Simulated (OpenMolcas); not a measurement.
**Geometry relaxation, with input and output: GeH$_{2}$ (part 3 of 4)**

Continued. System: GeH$_{2}$, SMILES [GeH2]. Method: PBE0/def2-SVP, RKS (OpenMolcas 26.06). The geometry comes from this level: PBE0-D4/def2-TZVP.

Geometry of the input (Å):
```
Ge -0.5701  0.4051  -0.2637
H  0.7830  0.7436  0.5090
H  -0.2129  -1.1487  -0.2453
```

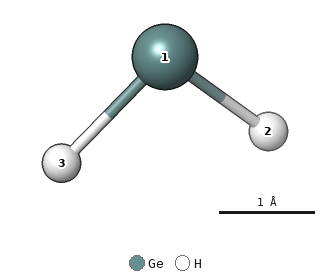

Fig. 1: The starting structure (ball-and-stick view, seen at a tilt; atoms are numbered from 1 in the order of the input). Sticks mark near contacts.

**The program's output, continued**
```
      Charge (e):
                      =   -0.0000
      Dipole Moment (debye):
      Origin of the operator (angstrom)=   -0.5473    0.3889   -0.2532
                   X=  1.0519E-02               Y= -8.0726E-03               Z=  4.7978E-03           Total=  1.4101E-02
      Quadrupole Moment (debye*angstrom):
      Origin of the operator (angstrom)=   -0.5473    0.3889   -0.2532
                  XX= -2.0497E+01              XY=  8.9826E-01              XZ= -2.2975E+00              YY= -2.0976E+01
                  YZ= -6.5678E-02              ZZ= -1.7332E+01
      In traceless form (debye*angstrom)
                  XX= -1.3430E+00              XY=  1.3474E+00              XZ= -3.4463E+00              YY= -2.0615E+00
                  YZ= -9.8517E-02              ZZ=  3.4046E+00
--

--- Stop Module: last_energy /rc=_RC_ALL_IS_WELL_ ---

>>> END DO

>>> COPY mol.Opt.xyz final.xyz

>>> COPY mol.slapaf.h5 final.slapaf.h5

--- Start Module: mckinley ---

                                             &MCKINLEY

                       available to each process: 1.9 GB of memory, 1 thread

--- Stop Module: mckinley /rc=_RC_INVOKED_OTHER_MODULE_ ---

--- Start Module: slapaf ---

                                              &SLAPAF

                       available to each process: 1.9 GB of memory, 1 thread

++       Slapaf input parameters:
         ------------------------

 Maximum number of iterations:                 0
 Convergence test a la Schlegel.
 Convergence criterion on gradient/para.<=: 3.0E-04
 Convergence criterion on step/parameter<=: 3.0E-04
 Convergence criterion on energy change <=: 0.0E+00
 Parameters for step-restricted optimization
 Maximum step length (initial seed):       3.00E-01

 -RFO activated with parameters:
   Maximum number of data points used in RFO:      5
 Line search is performed

 -Optimization for transition state.
  Optimization method: RS-P-RFO
  No mode to follow is specified!
  Optimization will follow mode with the lowest eigenvalue.

 -Initial Hessian guess is estimated with finite differences.
    Two point symmetric formula, Delta= 1.00E-02

 -Hessian update method: Broyden-Fletcher-Goldfarb-Shanno
  Maximum number of points in Hessian update:  5

 -Relaxation will be done on non-redundant internal coordinates, based on
  force constant weighted redundant internal coordinates.

--

 ******************************************
 * Statistics of the internal coordinates *
 ******************************************
 Translations and Rotations:         0
 Bonds                     :         2
 Angles                    :         1
 Torsions                  :         0
 Out-of-plane angles       :         0

  Accumulate the gradient for selected numerical differentiation.
     1 of     7
--- Stop Module: slapaf /rc=_RC_CONTINUE_LOOP_ ---

--- Start Module: seward ---
--- Stop Module: seward /rc=_RC_ALL_IS_WELL_ ---

--- Start Module: scf ---
--- Stop Module: scf /rc=_RC_ALL_IS_WELL_ ---

--- Start Module: slapaf ---
--- Stop Module: slapaf /rc=_RC_INVOKED_OTHER_MODULE_ ---

--- Start Module: alaska ---
--- Stop Module: alaska /rc=_RC_ALL_IS_WELL_ ---

--- Start Module: slapaf ---
  Accumulate the gradient for selected numerical differentiation.
     2 of     7
--- Stop Module: slapaf /rc=_RC_CONTINUE_LOOP_ ---

>>> END DO

>>> IF (ITER != 1)

--- Start Module: seward ---
--- Stop Module: seward /rc=_RC_ALL_IS_WELL_ ---

--- Start Module: scf ---
--- Stop Module: scf /rc=_RC_ALL_IS_WELL_ ---

--- Start Module: slapaf ---
--- Stop Module: slapaf /rc=_RC_INVOKED_OTHER_MODULE_ ---

--- Start Module: alaska ---
--- Stop Module: alaska /rc=_RC_ALL_IS_WELL_ ---

--- Start Module: slapaf ---
  Accumulate the gradient for selected numerical differentiation.
     3 of     7
--- Stop Module: slapaf /rc=_RC_CONTINUE_LOOP_ ---

>>> END DO

>>> IF (ITER != 1)

--- Start Module: seward ---
--- Stop Module: seward /rc=_RC_ALL_IS_WELL_ ---

--- Start Module: scf ---
--- Stop Module: scf /rc=_RC_ALL_IS_WELL_ ---

--- Start Module: slapaf ---
--- Stop Module: slapaf /rc=_RC_INVOKED_OTHER_MODULE_ ---

--- Start Module: alaska ---
--- Stop Module: alaska /rc=_RC_ALL_IS_WELL_ ---

--- Start Module: slapaf ---
  Accumulate the gradient for selected numerical differentiation.
     4 of     7
--- Stop Module: slapaf /rc=_RC_CONTINUE_LOOP_ ---

>>> END DO

>>> IF (ITER != 1)

--- Start Module: seward ---
--- Stop Module: seward /rc=_RC_ALL_IS_WELL_ ---

--- Start Module: scf ---
--- Stop Module: scf /rc=_RC_ALL_IS_WELL_ ---

--- Start Module: slapaf ---
--- Stop Module: slapaf /rc=_RC_INVOKED_OTHER_MODULE_ ---

--- Start Module: alaska ---
--- Stop Module: alaska /rc=_RC_ALL_IS_WELL_ ---

--- Start Module: slapaf ---
  Accumulate the gradient for selected numerical differentiation.
     5 of     7
--- Stop Module: slapaf /rc=_RC_CONTINUE_LOOP_ ---

>>> END DO

>>> IF (ITER != 1)

--- Start Module: seward ---
--- Stop Module: seward /rc=_RC_ALL_IS_WELL_ ---

--- Start Module: scf ---
--- Stop Module: scf /rc=_RC_ALL_IS_WELL_ ---

--- Start Module: slapaf ---
--- Stop Module: slapaf /rc=_RC_INVOKED_OTHER_MODULE_ ---

--- Start Module: alaska ---
--- Stop Module: alaska /rc=_RC_ALL_IS_WELL_ ---

--- Start Module: slapaf ---
  Accumulate the gradient for selected numerical differentiation.
     6 of     7
--- Stop Module: slapaf /rc=_RC_CONTINUE_LOOP_ ---

>>> END DO

>>> IF (ITER != 1)

--- Start Module: seward ---
--- Stop Module: seward /rc=_RC_ALL_IS_WELL_ ---

--- Start Module: scf ---
--- Stop Module: scf /rc=_RC_ALL_IS_WELL_ ---

--- Start Module: slapaf ---
--- Stop Module: slapaf /rc=_RC_INVOKED_OTHER_MODULE_ ---

--- Start Module: alaska ---
--- Stop Module: alaska /rc=_RC_ALL_IS_WELL_ ---

--- Start Module: slapaf ---

  Numerical differentiation is finished!

 Observe that the harmonic oscillator analysis is only valid at stationary points!

 Note that rotational and translational degrees have been automatically removed,
 if the energy is invariant to these degrees of freedom.

 Harmonic frequencies in cm-1

 IR Intensities in km/mol

                        1         2         3

     Frequency:       956.40   1951.99   3336.06

     Intensity:    6.681E+01 3.107E+02 3.553E+02
     Red. mass:      1.02211   1.02028   1.02155

     GE1        x   -0.01053  -0.00995  -0.00588
     GE1        y    0.00756   0.00685  -0.01139
     GE1        z   -0.00486  -0.00463  -0.00448
     H2         x    0.17301   0.59631   0.58591
     H2         y   -0.67725   0.17438   0.14331
     H2         z    0.01742   0.34338   0.33422
     H3         x    0.59933   0.13370  -0.15490
     H3         y    0.12263  -0.67687   0.69221
     H3         z    0.33917  -0.00387  -0.00590

++ Thermochemistry

 *********************
 *                   *
 *  THERMOCHEMISTRY  *
 *                   *
 *********************

 Mass-centered Coordinates (angstrom):
 ********************************************************
 Label        X           Y           Z          Mass
 --------------------------------------------------------
 GE1        0.000000   -0.029754   -0.000092     73.92118
 H2         0.000000    1.087869    1.139436      1.00783
 H3         0.000000    1.094516   -1.132699      1.00783
 --------------------------------------------------------
 Molecular mass:   75.936828
 Rotational Constants (cm-1):    3.3269    6.4799    6.8374
 Rotational Constants (GHz) :   99.7388  194.2629  204.9800
 Rotational temperatures (K):    4.7867    9.3231    9.8375
 Rotational Symmetry factor:  1
 Vibrational temperature (K):
   1376.05  2808.48  4799.84
 Number of trans. and rot. degrees of freedom:  6
 ZPVE                 8.927 kcal/mol      0.014226 au.
 ZPVE corrected energy                -2077.599248 au.

 *****************************************************
 Temperature =     0.00 kelvin, Pressure =   1.00 atm
 -----------------------------------------------------
 Molecular Partition Function and Molar Entropy:
                        q/V (M**-3)    S(kcal/mol*K)
 Electronic            1.000000E+00        0.000
 Translational         1.000000E+00        0.000
 Rotational            1.000000E+00        2.981
 Vibrational           1.000000E+00        0.000
 TOTAL                 1.000000E+00        2.981

 Thermal contributions to INTERNAL ENERGY:
 Electronic           0.000 kcal/mol      0.000000 au.
 Translational        0.000 kcal/mol      0.000000 au.
 Rotational           0.000 kcal/mol      0.000000 au.
 Vibrational          8.927 kcal/mol      0.014226 au.
 TOTAL                8.927 kcal/mol      0.014226 au.

 Thermal contributions to
 ENTHALPY             8.927 kcal/mol      0.014226 au.
 GIBBS FREE ENERGY    8.927 kcal/mol      0.014226 au.

 Sum of energy and thermal contributions
 INTERNAL ENERGY                      -2077.599248 au.
 ENTHALPY                             -2077.599248 au.
 GIBBS FREE ENERGY                    -2077.599248 au.
 -----------------------------------------------------

 *****************************************************
 Temperature =   100.00 kelvin, Pressure =   1.00 atm
 -----------------------------------------------------
 Molecular Partition Function and Molar Entropy:
                        q/V (M**-3)    S(kcal/mol*K)
 Electronic            1.000000E+00        0.000
 Translational         3.932593E+27       33.470
 Rotational            8.459273E+01       11.800
 Vibrational           3.095075E-20        0.000
 TOTAL                 1.029635E+10       45.270

 Thermal contributions to INTERNAL ENERGY:
 Electronic           0.000 kcal/mol      0.000000 au.
 Translational        0.298 kcal/mol      0.000475 au.
 Rotational           0.298 kcal/mol      0.000475 au.
 Vibrational          8.927 kcal/mol      0.014226 au.
 TOTAL                9.523 kcal/mol      0.015176 au.

 Thermal contributions to
 ENTHALPY             9.722 kcal/mol      0.015493 au.
 GIBBS FREE ENERGY    5.195 kcal/mol      0.008278 au.

 Sum of energy and thermal contributions
 INTERNAL ENERGY                      -2077.598298 au.
 ENTHALPY                             -2077.597982 au.
 GIBBS FREE ENERGY                    -2077.605196 au.
 -----------------------------------------------------

 *****************************************************
 Temperature =   273.15 kelvin, Pressure =   1.00 atm
 -----------------------------------------------------
 Molecular Partition Function and Molar Entropy:
                        q/V (M**-3)    S(kcal/mol*K)
 Electronic            1.000000E+00        0.000
 Translational         1.775337E+28       38.462
 Rotational            3.818870E+02       14.795
 Vibrational           7.252569E-08        0.079
 TOTAL                 4.917083E+23       53.336

 Thermal contributions to INTERNAL ENERGY:
 Electronic           0.000 kcal/mol      0.000000 au.
 Translational        0.814 kcal/mol      0.001298 au.
 Rotational           0.814 kcal/mol      0.001298 au.
 Vibrational          8.945 kcal/mol      0.014255 au.
 TOTAL               10.573 kcal/mol      0.016850 au.

 Thermal contributions to
 ENTHALPY            11.116 kcal/mol      0.017715 au.
 GIBBS FREE ENERGY   -3.453 kcal/mol     -0.005502 au.

 Sum of energy and thermal contributions
 INTERNAL ENERGY                      -2077.596625 au.
 ENTHALPY                             -2077.595760 au.
 GIBBS FREE ENERGY                    -2077.618977 au.
 -----------------------------------------------------

 *****************************************************
 Temperature =   298.15 kelvin, Pressure =   1.00 atm
 -----------------------------------------------------
 Molecular Partition Function and Molar Entropy:
                        q/V (M**-3)    S(kcal/mol*K)
 Electronic            1.000000E+00        0.000
 Translational         2.024562E+28       38.897
 Rotational            4.354971E+02       15.056
 Vibrational           2.889979E-07        0.113
 TOTAL                 2.548069E+24       54.067

 Thermal contributions to INTERNAL ENERGY:
 Electronic           0.000 kcal/mol      0.000000 au.
 Translational        0.889 kcal/mol      0.001416 au.
 Rotational           0.889 kcal/mol      0.001416 au.
 Vibrational          8.955 kcal/mol      0.014270 au.
 TOTAL               10.732 kcal/mol      0.017103 au.

 Thermal contributions to
 ENTHALPY            11.325 kcal/mol      0.018047 au.
 GIBBS FREE ENERGY   -4.795 kcal/mol     -0.007642 au.

 Sum of energy and thermal contributions
 INTERNAL ENERGY                      -2077.596372 au.
 ENTHALPY                             -2077.595427 au.
 GIBBS FREE ENERGY                    -2077.621116 au.
 -----------------------------------------------------

 *****************************************************
 Temperature =   323.15 kelvin, Pressure =   1.00 atm
 -----------------------------------------------------
 Molecular Partition Function and Molar Entropy:
                        q/V (M**-3)    S(kcal/mol*K)
 Electronic            1.000000E+00        0.000
 Translational         2.284469E+28       39.298
 Rotational            4.914047E+02       15.296
 Vibrational           9.311608E-07        0.153
 TOTAL                 1.045320E+25       54.747

 Thermal contributions to INTERNAL ENERGY:
 Electronic           0.000 kcal/mol      0.000000 au.
 Translational        0.963 kcal/mol      0.001535 au.
 Rotational           0.963 kcal/mol      0.001535 au.
 Vibrational          8.967 kcal/mol      0.014290 au.
 TOTAL               10.894 kcal/mol      0.017360 au.

 Thermal contributions to
 ENTHALPY            11.536 kcal/mol      0.018383 au.
 GIBBS FREE ENERGY   -6.156 kcal/mol     -0.009810 au.

 Sum of energy and thermal contributions
 INTERNAL ENERGY                      -2077.596114 au.
 ENTHALPY                             -2077.595091 au.
 GIBBS FREE ENERGY                    -2077.623284 au.
 -----------------------------------------------------

 *****************************************************
 Temperature =   373.15 kelvin, Pressure =   1.00 atm
 -----------------------------------------------------
 Molecular Partition Function and Molar Entropy:
                        q/V (M**-3)    S(kcal/mol*K)
 Electronic            1.000000E+00        0.000
 Translational         2.834681E+28       40.012
 Rotational            6.097590E+02       15.725
 Vibrational           6.066852E-06        0.248
 TOTAL                 1.048638E+26       55.985

 Thermal contributions to INTERNAL ENERGY:
 Electronic           0.000 kcal/mol      0.000000 au.
 Translational        1.112 kcal/mol      0.001773 au.
 Rotational           1.112 kcal/mol      0.001773 au.
 Vibrational          9.000 kcal/mol      0.014343 au.
 TOTAL               11.225 kcal/mol      0.017888 au.

 Thermal contributions to
 ENTHALPY            11.966 kcal/mol      0.019069 au.
 GIBBS FREE ENERGY   -8.924 kcal/mol     -0.014222 au.

 Sum of energy and thermal contributions
 INTERNAL ENERGY                      -2077.595587 au.
 ENTHALPY                             -2077.594405 au.
 GIBBS FREE ENERGY                    -2077.627697 au.
 -----------------------------------------------------

 *****************************************************
 Temperature =   473.15 kelvin, Pressure =   1.00 atm
 -----------------------------------------------------
 Molecular Partition Function and Molar Entropy:
                        q/V (M**-3)    S(kcal/mol*K)
 Electronic            1.000000E+00        0.000
 Translational         4.047410E+28       41.192
 Rotational            8.706253E+02       16.433
 Vibrational           7.984554E-05        0.482
 TOTAL                 2.813579E+27       58.107

 Thermal contributions to INTERNAL ENERGY:
 Electronic           0.000 kcal/mol      0.000000 au.
 Translational        1.410 kcal/mol      0.002248 au.
 Rotational           1.410 kcal/mol      0.002248 au.
 Vibrational          9.100 kcal/mol      0.014502 au.
 TOTAL               11.921 kcal/mol      0.018997 au.

 Thermal contributions to
 ENTHALPY            12.861 kcal/mol      0.020495 au.
 GIBBS FREE ENERGY  -14.632 kcal/mol     -0.023318 au.

 Sum of energy and thermal contributions
 INTERNAL ENERGY                      -2077.594478 au.
 ENTHALPY                             -2077.592979 au.
 GIBBS FREE ENERGY                    -2077.636793 au.
 -----------------------------------------------------
--

++    Isotopic shifts:
      ----------------

 ****************************************
 * Isotope shifted frequencies in cm-1  *
 ****************************************

  Single substitutions:
  -----------------------

 Masses:
 =======
  72   1   1

 Frequencies:
 ============
                         1         2         3         4         5         6

            Freq.      i0.00     i0.00      0.00      0.00      0.00      0.00

                         7         8         9

            Freq.     956.59   1952.33   3336.69

 Masses:
 =======
  70   1   1
```
